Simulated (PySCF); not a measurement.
**Run report: C2H4AlFO (charge +1), geometry relaxation (part 1 of 2)**

The run: geometry relaxation of C2H4AlFO, charge +1, multiplicity 2. Method and program: HF/6-31G*, UHF (PySCF 2.14.0).

The atoms were displaced at random from an optimised geometry. The geometry is that of the parent species in another charge or spin state. Figures and captions count atoms from 1; the log counts them from 0 in places.

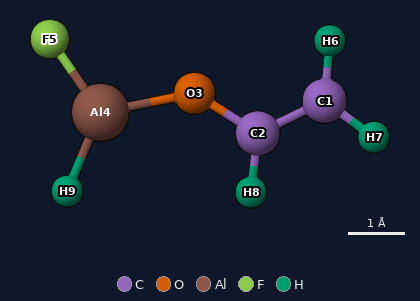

Fig. 1: The starting structure (ball-and-stick view, seen on its broad side; atoms are numbered from 1 in the order of the input). Sticks mark near contacts.

Input file (run.py)
```python
import numpy
from pyscf import gto, scf, symm
from pyscf.hessian import thermo
from pyscf.geomopt.geometric_solver import kernel as optimise

molecule = gto.M(
    atom='''
C     -1.562884    -0.376769     1.118252
C     -0.751222    -0.298039     0.063579
O      0.482392     0.264998     0.145221
Al     1.821449     0.533603    -0.924389
F      3.057334     1.302026    -0.234887
H     -1.288873     0.080617     2.065944
H     -2.544163    -0.873452     0.982925
H     -1.003925    -0.726581    -0.882157
H      1.848228     0.082880    -2.389962
''',
    spin=1,
    charge=1,
    max_memory=1860,
    verbose=3,
    basis='6-31g*',
)

mf = scf.UHF(molecule)
mf.conv_tol = 1e-10
mf = mf.newton()
converged, mol_eq = optimise(mf, maxsteps=80)
print('converged:', converged)
print(mol_eq.tostring())

mf.reset(mol_eq)
molecule = mol_eq
mf.kernel()
e_tot = mf.e_tot
print(f'total energy: {e_tot:.8f} hartree')
hess = mf.Hessian().kernel()
modes = thermo.harmonic_analysis(molecule, hess)
print('frequencies (1/cm)', numpy.round(modes['freq_wavenumber'], 1))
symm.geom.TOLERANCE = 1e-3  # for the symmetry number
th = thermo.thermo(mf, modes['freq_au'], 298.15, 101325)
thermo.dump_thermo(molecule, th)
```

Launch command:
```bash
OMP_NUM_THREADS=1 python run.py
```

What the program printed
```
#|     Arguments passed to driver run_optimizer():      |#
customengine              <pyscf.geomopt.geometric_solver.PySCFEngine object>
maxiter                   80
----------------------------------------------------------
Custom engine selected.
Bonds will be generated from interatomic distances less than 1.20 times sum of covalent radii
27 internal coordinates being used (instead of 27 Cartesians)
Internal coordinate system (atoms numbered from 1):
Distance 1-2
Distance 1-6
Distance 1-7
Distance 2-3
Distance 2-8
Distance 3-4
Distance 4-5
Distance 4-9
Angle 2-1-7
Angle 6-1-7
Angle 1-2-8
Angle 3-2-8
Angle 2-3-4
Angle 3-4-9
Angle 5-4-9
Out-of-Plane 1-2-6-7
Out-of-Plane 2-1-3-8
Out-of-Plane 4-3-5-9
Dihedral 6-1-2-3
Dihedral 6-1-2-8
Dihedral 7-1-2-3
Dihedral 7-1-2-8
Dihedral 1-2-3-4
Dihedral 8-2-3-4
Dihedral 2-3-4-5
Dihedral 2-3-4-9
Translation-X 1-9
Translation-Y 1-9
Translation-Z 1-9
Rotation-A 1-9
Rotation-B 1-9
Rotation-C 1-9
<class 'geometric.internal.Distance'> : 8
<class 'geometric.internal.Angle'> : 7
<class 'geometric.internal.OutOfPlane'> : 3
<class 'geometric.internal.Dihedral'> : 8
<class 'geometric.internal.TranslationX'> : 1
<class 'geometric.internal.TranslationY'> : 1
<class 'geometric.internal.TranslationZ'> : 1
<class 'geometric.internal.RotationA'> : 1
<class 'geometric.internal.RotationB'> : 1
<class 'geometric.internal.RotationC'> : 1
> ===== Optimization Info: ====
> Job type: Energy minimization
> Maximum number of optimization cycles: 80
> Initial / maximum trust radius (Angstrom): 0.100 / 0.300
> Convergence Criteria:
> Will converge when all 5 criteria are reached:
>  |Delta-E| < 1.00e-06
>  RMS-Grad  < 3.00e-04
>  Max-Grad  < 4.50e-04
>  RMS-Disp  < 1.20e-03
>  Max-Disp  < 1.80e-03
> === End Optimization Info ===

Geometry optimization cycle 1
Cartesian coordinates (Angstrom)
 Atom        New coordinates             dX        dY        dZ
   C  -1.562884  -0.376769   1.118252    0.000000  0.000000  0.000000
   C  -0.751222  -0.298039   0.063579    0.000000  0.000000  0.000000
   O   0.482392   0.264998   0.145221    0.000000  0.000000  0.000000
  Al   1.821449   0.533603  -0.924389    0.000000 -0.000000  0.000000
   F   3.057334   1.302026  -0.234887    0.000000  0.000000  0.000000
   H  -1.288873   0.080617   2.065944    0.000000  0.000000  0.000000
   H  -2.544163  -0.873452   0.982925    0.000000  0.000000  0.000000
   H  -1.003925  -0.726581  -0.882157    0.000000  0.000000  0.000000
   H   1.848228   0.082880  -2.389962    0.000000  0.000000  0.000000

WARN: Mole.unit (angstrom) is changed to Bohr

WARN: HOMO -0.241920949440829 >= LUMO -0.241920949440829

converged SCF energy = -494.071150084303  <S^2> = 0.76649022  2S+1 = 2.0164228
--------------- SecondOrderUHF_Scanner gradients ---------------
         x                y                z
0 C     0.0612441850     0.0033065142    -0.0609403610
1 C    -0.1414251845    -0.0379358109     0.0548347342
2 O     0.1132495275     0.0429734506    -0.0125686497
3 Al    -0.0274236071    -0.0074710986     0.0150127141
4 F     0.0010587987    -0.0014955726    -0.0060913919
5 H     0.0036172653     0.0063159610     0.0069475562
6 H    -0.0205908953    -0.0106373353    -0.0075821401
7 H     0.0034186869     0.0006127708     0.0060852775
8 H     0.0068512235     0.0043311208     0.0043022606
----------------------------------------------
cycle 1: E = -494.071150084  dE = -494.071  norm(grad) = 0.22058
Step    0 : Gradient = 7.353e-02/1.564e-01 (rms/max) Energy = -494.0711500843
Hessian Eigenvalues: 2.30000e-02 2.30000e-02 2.30000e-02 ... 4.92632e-01 5.32548e-01 5.87639e-01

Geometry optimization cycle 2
Cartesian coordinates (Angstrom)
 Atom        New coordinates             dX        dY        dZ
   C  -1.524375  -0.354310   1.127860    0.038509  0.022459  0.009608
   C  -0.750856  -0.326891  -0.023987    0.000366 -0.028852 -0.087566
   O   0.401139   0.215390   0.103339   -0.081253 -0.049608 -0.041882
  Al   1.802288   0.525995  -0.918785   -0.019161 -0.007608  0.005604
   F   2.957516   1.299697  -0.102183   -0.099818 -0.002329  0.132704
   H  -1.180503   0.115682   2.033979    0.108370  0.035065 -0.031965
   H  -2.499502  -0.820282   1.090966    0.044661  0.053170  0.108041
   H  -1.026766  -0.759039  -0.969044   -0.022841 -0.032458 -0.086887
   H   1.879394   0.093043  -2.397618    0.031166  0.010163 -0.007656
converged SCF energy = -494.088282535004  <S^2> = 0.76672152  2S+1 = 2.0166522
--------------- SecondOrderUHF_Scanner gradients ---------------
         x                y                z
0 C     0.0329878121     0.0075600656    -0.0078512519
1 C    -0.0524197642    -0.0185266682    -0.0095686629
2 O     0.0357842478     0.0158359899     0.0098143317
3 Al    -0.0233602693    -0.0074732617     0.0090708923
4 F     0.0023976181     0.0000898940    -0.0029607415
5 H    -0.0014070381     0.0019895627     0.0034622153
6 H    -0.0047690264    -0.0025205859    -0.0036668935
7 H     0.0050267301     0.0002603272     0.0007988608
8 H     0.0057596899     0.0027846764     0.0009012498
----------------------------------------------
cycle 2: E = -494.088282535  dE = -0.0171325  norm(grad) = 0.0827271
Step    1 : Displace = 1.001e-01/1.661e-01 (rms/max) Trust = 1.000e-01 (=) Grad = 2.758e-02/5.641e-02 (rms/max) E (change) = -494.0882825350 (-1.713e-02) Quality = 0.940
Hessian Eigenvalues: 2.29994e-02 2.30000e-02 2.30000e-02 ... 4.92593e-01 5.68456e-01 6.36272e-01

Geometry optimization cycle 3
Cartesian coordinates (Angstrom)
 Atom        New coordinates             dX        dY        dZ
   C  -1.614774  -0.386468   1.143118   -0.090398 -0.032158  0.015258
   C  -0.642020  -0.256674   0.097842    0.108835  0.070217  0.121829
   O   0.466551   0.245258   0.131901    0.065412  0.029868  0.028562
  Al   1.846682   0.526265  -0.984757    0.044394  0.000270 -0.065972
   F   3.015814   1.306749  -0.193263    0.058297  0.007052 -0.091080
   H  -1.368385   0.045041   2.088688   -0.187883 -0.070640  0.054708
   H  -2.551695  -0.860385   0.983747   -0.052194 -0.040103 -0.107218
   H  -0.894229  -0.672613  -0.867303    0.132537  0.086426  0.101741
   H   1.800394   0.042111  -2.455446   -0.079001 -0.050932 -0.057828
converged SCF energy = -494.08672003924  <S^2> = 0.76374758  2S+1 = 2.0137006
--------------- SecondOrderUHF_Scanner gradients ---------------
         x                y                z
0 C    -0.0317206393    -0.0181603505    -0.0025619292
1 C     0.0487186979     0.0351819327     0.0310484020
2 O    -0.0284880043    -0.0220881186    -0.0266734051
3 Al    -0.0152063653    -0.0056891912     0.0032496917
4 F     0.0030508104     0.0012691180    -0.0002143853
5 H     0.0029788502     0.0000821454    -0.0071479488
6 H     0.0053615846     0.0045401145     0.0052784567
7 H     0.0108001342     0.0035685366    -0.0007938740
8 H     0.0045049316     0.0012958131    -0.0021850079
----------------------------------------------
cycle 3: E = -494.086720039  dE = 0.0015625  norm(grad) = 0.092238
Step    2 : Displace = 1.382e-01/2.072e-01 (rms/max) Trust = 1.414e-01 (+) Grad = 3.075e-02/6.764e-02 (rms/max) E (change) = -494.0867200392 (+1.562e-03) Quality = -0.135
Hessian Eigenvalues: 2.29998e-02 2.30000e-02 2.30006e-02 ... 5.53421e-01 5.98288e-01 7.49988e-01

Geometry optimization cycle 4
Cartesian coordinates (Angstrom)
 Atom        New coordinates             dX        dY        dZ
   C  -1.579016  -0.369777   1.142471    0.035757  0.016692 -0.000647
   C  -0.686668  -0.296206   0.035622   -0.044648 -0.039532 -0.062220
   O   0.439230   0.223981   0.102941   -0.027321 -0.021277 -0.028959
  Al   1.855392   0.535575  -0.966066    0.008710  0.009309  0.018691
   F   2.992795   1.315859  -0.132191   -0.023019  0.009111  0.061072
   H  -1.285828   0.074943   2.072293    0.082558  0.029902 -0.016394
   H  -2.534997  -0.834836   1.042474    0.016699  0.025549  0.058727
   H  -0.982773  -0.724276  -0.912939   -0.088545 -0.051663 -0.045635
   H   1.840201   0.064020  -2.440080    0.039808  0.021909  0.015367
converged SCF energy = -494.09297155737  <S^2> = 0.76524802  2S+1 = 2.0151903
--------------- SecondOrderUHF_Scanner gradients ---------------
         x                y                z
0 C    -0.0120352199    -0.0072744578     0.0029303109
1 C     0.0103008969     0.0095920652     0.0057705730
2 O     0.0007157223    -0.0029492670    -0.0069854844
3 Al    -0.0105285527    -0.0038842979     0.0023316135
4 F     0.0021236284     0.0007202431    -0.0006579768
5 H     0.0000556145     0.0001854633    -0.0025162429
6 H     0.0026925094     0.0022675587     0.0018994974
7 H     0.0030542081     0.0001934642    -0.0013678310
8 H     0.0036211929     0.0011492282    -0.0014044596
----------------------------------------------
cycle 4: E = -494.092971557  dE = -0.00625152  norm(grad) = 0.026127
Step    3 : Displace = 6.922e-02/1.121e-01 (rms/max) Trust = 6.908e-02 (-) Grad = 8.709e-03/1.521e-02 (rms/max) E (change) = -494.0929715574 (-6.252e-03) Quality = 1.003
Hessian Eigenvalues: 2.29996e-02 2.30000e-02 2.30007e-02 ... 5.24782e-01 6.24587e-01 7.57977e-01

Geometry optimization cycle 5
Cartesian coordinates (Angstrom)
 Atom        New coordinates             dX        dY        dZ
   C  -1.555015  -0.353476   1.133032    0.024001  0.016301 -0.009439
   C  -0.701898  -0.324979   0.003387   -0.015230 -0.028773 -0.032235
   O   0.420063   0.203732   0.082385   -0.019167 -0.020249 -0.020557
  Al   1.866594   0.543388  -0.952874    0.011201  0.007814  0.013192
   F   2.970885   1.331109  -0.085704   -0.021910  0.015250  0.046487
   H  -1.221798   0.085645   2.054820    0.064030  0.010701 -0.017474
   H  -2.524135  -0.809909   1.064410    0.010861  0.024927  0.021936
   H  -1.029403  -0.750506  -0.934216   -0.046630 -0.026230 -0.021277
   H   1.833043   0.064279  -2.420714   -0.007158  0.000259  0.019366
converged SCF energy = -494.093965334443  <S^2> = 0.76631748  2S+1 = 2.0162515
--------------- SecondOrderUHF_Scanner gradients ---------------
         x                y                z
0 C     0.0010576106     0.0012983391     0.0008615487
1 C     0.0063532461    -0.0000625764    -0.0028893518
2 O    -0.0051029566    -0.0011187778     0.0021569884
3 Al    -0.0045873421    -0.0018970864     0.0006877209
4 F     0.0011105476     0.0003650903    -0.0005756589
5 H     0.0002547737     0.0002575438     0.0000904868
6 H    -0.0004083730    -0.0003129274    -0.0002725197
7 H    -0.0004539011     0.0006827228     0.0001217343
8 H     0.0017763946     0.0007876720    -0.0001809487
----------------------------------------------
cycle 5: E = -494.093965334  dE = -0.000993777  norm(grad) = 0.0107701
Step    4 : Displace = 4.339e-02/6.698e-02 (rms/max) Trust = 9.769e-02 (+) Grad = 3.590e-03/6.980e-03 (rms/max) E (change) = -494.0939653344 (-9.938e-04) Quality = 1.015
Hessian Eigenvalues: 2.29171e-02 2.30000e-02 2.30027e-02 ... 5.35484e-01 6.54276e-01 8.75339e-01

Geometry optimization cycle 6
Cartesian coordinates (Angstrom)
 Atom        New coordinates             dX        dY        dZ
   C  -1.554630  -0.351646   1.133950    0.000386  0.001830  0.000918
   C  -0.705504  -0.313310   0.001775   -0.003606  0.011670 -0.001612
   O   0.424529   0.212888   0.072894    0.004465  0.009155 -0.009491
  Al   1.880043   0.547342  -0.959167    0.013449  0.003953 -0.006293
   F   2.973538   1.332068  -0.077487    0.002653  0.000959  0.008217
   H  -1.230781   0.077597   2.063601   -0.008983 -0.008048  0.008781
   H  -2.518668  -0.816830   1.060793    0.005467 -0.006920 -0.003618
   H  -1.032703  -0.750909  -0.930786   -0.003300 -0.000403  0.003430
   H   1.822512   0.052082  -2.421047   -0.010531 -0.012197 -0.000333
converged SCF energy = -494.094124575075  <S^2> = 0.76670527  2S+1 = 2.0166361
--------------- SecondOrderUHF_Scanner gradients ---------------
         x                y                z
0 C     0.0008226563     0.0007554485     0.0008526920
1 C    -0.0028960253    -0.0008180894    -0.0028918028
2 O     0.0031774219     0.0014085002     0.0017880334
3 Al    -0.0012808915    -0.0006607963    -0.0001526494
4 F     0.0002415582     0.0000815485    -0.0001554717
5 H    -0.0005650179    -0.0002285269     0.0005810624
6 H     0.0001117332    -0.0002418006    -0.0001067379
7 H    -0.0003147556    -0.0005959811     0.0001822791
8 H     0.0007033208     0.0002996971    -0.0000974051
----------------------------------------------
cycle 6: E = -494.094124575  dE = -0.000159241  norm(grad) = 0.00622358
Step    5 : Displace = 1.182e-02/1.625e-02 (rms/max) Trust = 1.382e-01 (+) Grad = 2.075e-03/4.174e-03 (rms/max) E (change) = -494.0941245751 (-1.592e-04) Quality = 0.970
Hessian Eigenvalues: 2.27501e-02 2.30001e-02 2.30036e-02 ... 5.38474e-01 7.86168e-01 8.27807e-01

Geometry optimization cycle 7
Cartesian coordinates (Angstrom)
 Atom        New coordinates             dX        dY        dZ
   C  -1.555318  -0.354247   1.131815   -0.000689 -0.002601 -0.002136
   C  -0.703656  -0.318654   0.001908    0.001848 -0.005345  0.000133
   O   0.424586   0.209642   0.070864    0.000058 -0.003246 -0.002031
  Al   1.883373   0.551160  -0.957049    0.003330  0.003818  0.002118
   F   2.973937   1.336021  -0.072557    0.000399  0.003953  0.004929
   H  -1.220747   0.078877   2.055534    0.010034  0.001280 -0.008067
   H  -2.523485  -0.811116   1.062614   -0.004817  0.005714  0.001821
   H  -1.031980  -0.751912  -0.932399    0.000723 -0.001003 -0.001613
   H   1.811626   0.049512  -2.416203   -0.010885 -0.002571  0.004844
converged SCF energy = -494.094163963025  <S^2> = 0.76673546  2S+1 = 2.016666
--------------- SecondOrderUHF_Scanner gradients ---------------
         x                y                z
0 C    -0.0008066995    -0.0001568836     0.0001389009
1 C    -0.0011711160    -0.0008279223    -0.0004298039
2 O     0.0019642285     0.0010668784     0.0006973646
3 Al    -0.0000612672     0.0000354174    -0.0001254979
4 F     0.0001029047     0.0000004591    -0.0000820899
5 H     0.0003800929     0.0000597983    -0.0002512538
6 H    -0.0000585994    -0.0000613823     0.0000118645
7 H    -0.0005043537    -0.0001476753     0.0000568319
8 H     0.0001548098     0.0000313102    -0.0000163163
----------------------------------------------
cycle 7: E = -494.094163963  dE = -3.9388e-05  norm(grad) = 0.00299672
Step    6 : Displace = 7.511e-03/1.293e-02 (rms/max) Trust = 1.954e-01 (+) Grad = 9.989e-04/2.342e-03 (rms/max) E (change) = -494.0941639630 (-3.939e-05) Quality = 0.974
Hessian Eigenvalues: 2.25831e-02 2.29992e-02 2.30077e-02 ... 5.35770e-01 6.58031e-01 8.23177e-01

Geometry optimization cycle 8
Cartesian coordinates (Angstrom)
 Atom        New coordinates             dX        dY        dZ
   C  -1.553169  -0.353942   1.132454    0.002150  0.000305  0.000640
   C  -0.700962  -0.318328   0.003318    0.002695  0.000326  0.001410
   O   0.425398   0.208968   0.069568    0.000812 -0.000674 -0.001296
  Al   1.884542   0.550638  -0.957992    0.001169 -0.000522 -0.000942
   F   2.973171   1.336683  -0.072441   -0.000766  0.000662  0.000116
   H  -1.226856   0.077617   2.059947   -0.006108 -0.001260  0.004413
   H  -2.521486  -0.809534   1.057783    0.001999  0.001581 -0.004830
   H  -1.027859  -0.750390  -0.931882    0.004121  0.001522  0.000517
   H   1.805555   0.047572  -2.416230   -0.006071 -0.001940 -0.000028
converged SCF energy = -494.094170323823  <S^2> = 0.76672823  2S+1 = 2.0166589
```
